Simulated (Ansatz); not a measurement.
## Electronic structure of GeH2O···HF in real space

The calculation's input:

```
crystal:
  periodic: [false, false, false]
  atoms:
    - { symbol: Ge, position_ang: [0.036692, -0.076918, -0.897934] }
    - { symbol: F, position_ang: [1.358388, -0.066023, 1.647902] }
    - { symbol: H, position_ang: [2.007211, 0.127479, 1.005077] }
    - { symbol: O, position_ang: [-0.989296, 1.373755, -0.789632] }
    - { symbol: H, position_ang: [-1.895098, 1.175658, -0.482] }
    - { symbol: H, position_ang: [-1.097098, -1.14085, -0.437313] }
basis:
  gaussian: { orbitals: def2-SVP }
hamiltonian:
  xc: lda
relax:
  f_tol: 0.03
  max_steps: 50
output:
  orbitals: {}
```

Command:

```sh
ansatz run input.yaml --threads 1 --pin off --max-ram 2048MiB --backend cpu --events-out ev --progress --plain --runs-dir out
```

The fields are those of the run's last geometry, not of the input's.

These are results of Ansatz 0.2.0, RKS LDA/def2-SVP, not measurements.

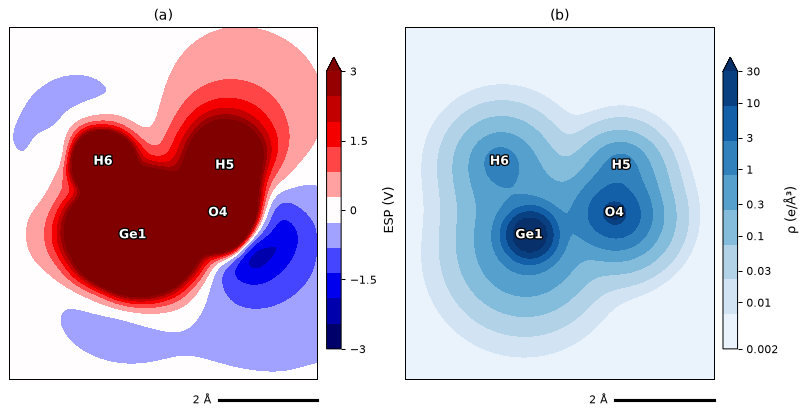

Figure 1. (a) molecular electrostatic potential; (b) total electron density on the plane of atoms O4, Ge1 and H6.

Interpret the plot.

Atoms in the plane: Ge, O and H. Ge–O (1.78 Å): ρ at the midpoint is about 0.94 e/Å³. O–H (0.98 Å): the density is about 3.6 e/Å³ at the midpoint. Ge–H (1.62 Å): ρ is about 0.9 e/Å³ halfway. Outside the dense part of the complex the potential is most negative (−2.1 V) near O4.

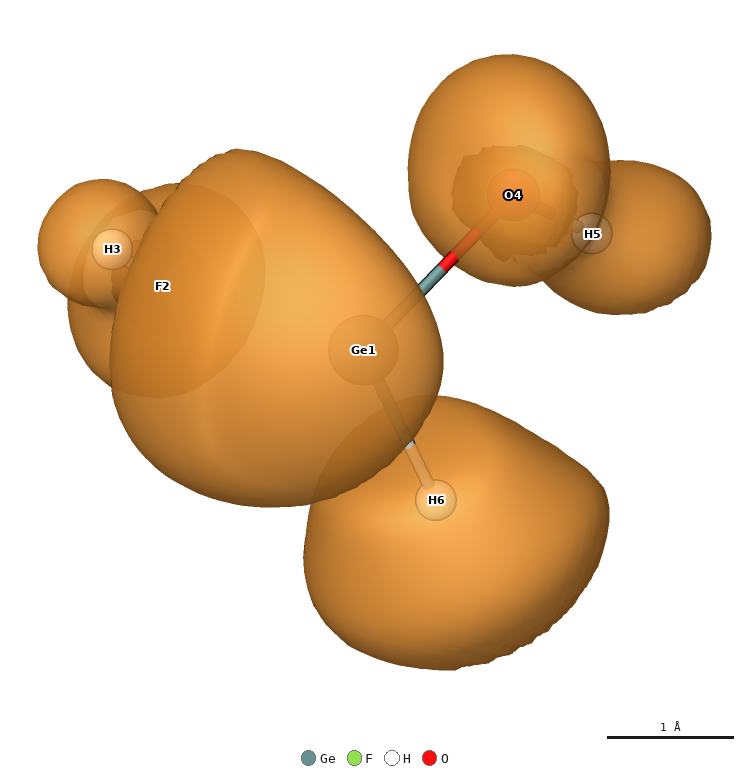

Figure 2. Isosurface of the electron localisation function at 0.75 (orange), seen across its widest extent. Only the valence region is drawn (cores and ρ < 0.01 e/Å³ removed).

Describe the localisation domains.

The ELF exceeds this value in one region around a hydrogen nucleus, one lobe on Ge, pointing away from the bonds (lone pairs), one joined region spread over several atoms (F, H), in which their bonds and any lone pairs are merged and one joined region spread over several atoms (H, O), in which their bonds and any lone pairs are merged. Along the contacts the grid gives the following. Ge1···F2 (2.35 Å): the ELF dips to about 0.15 between them. Ge–O (1.78 Å): the ELF peaks at about 0.85 in the valence shell of O, 0.6 Å from its nucleus, and is about 0.30 at the midpoint.

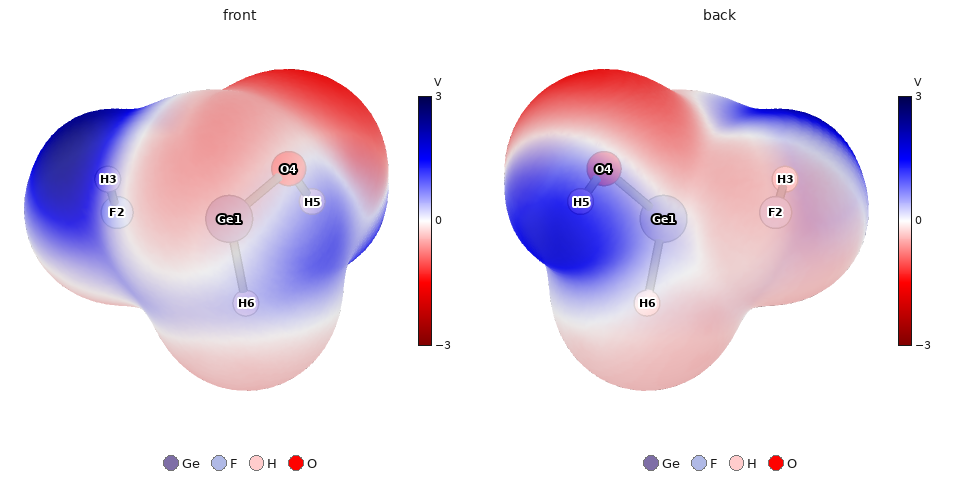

Figure 3. The electrostatic potential painted on the density surface at 0.001 e/bohr³, seen from the front and from behind; red is negative and blue positive.

Where is the surface potential most negative and most positive?

The most negative region (about −1.4 V) lies over O4, the most positive (about +2.5 V) over H3. O4 is the likeliest acceptor of a hydrogen bond.

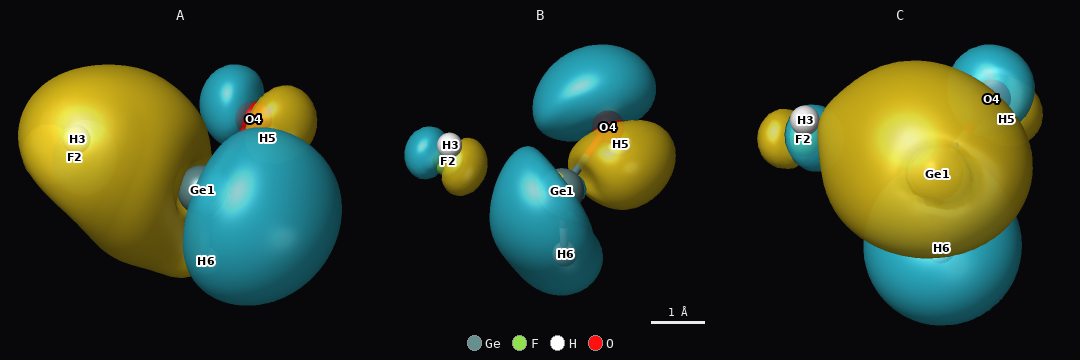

Figure 4. Three frontier orbitals at ±0.08 Å⁻³ᐟ² (yellow and cyan are the two phases), in no order.

Which picture is the HOMO−1, the HOMO and the LUMO?

B is the HOMO−1 (−7.46 eV). Its weight (Hirshfeld) is mainly on O4 (about 70 %) and Ge1 (about 20 %). C is the HOMO (−5.60 eV). Its weight (Hirshfeld) is mainly on Ge1 (about 65 %) and H6 (about 25 %). A is the LUMO (−2.32 eV). It lies mainly on Ge1 (about 65 %), F2 (about 10 %), O4 (about 10 %) and H3 (about 10 %).

What is the HOMO–LUMO gap?

3.28 eV between the orbital energies.
